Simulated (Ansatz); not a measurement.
Start from K$_{2}$S in the anti-fluorite structure (space group Fm-3m, No. 225; a = 7.336 Å).

The change: full substitution S → Pd, then cell and atoms are relaxed.

Computed with PBEsol in Ansatz (plane waves to 420 eV, PAW, spin-orbit coupling left out).

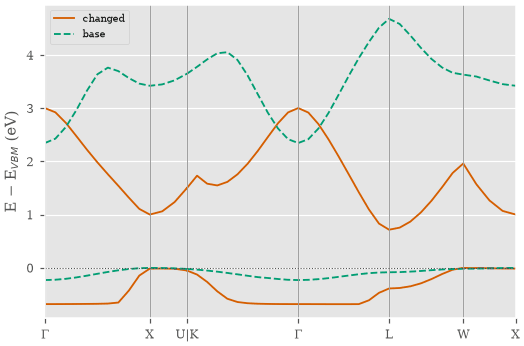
Highest valence and lowest conduction band along the path, each from its own valence-band maximum

The gap is 0.72 eV, indirect, W → L; the base has 2.35 eV.

Gaps are read on the SCF mesh and a high-symmetry path. No phonon test of stability was made. As relaxed here, K2Pd is a hypothetical phase, not in the database extracts checked.

Ansatz is a quantum-chemistry and plane-wave program.
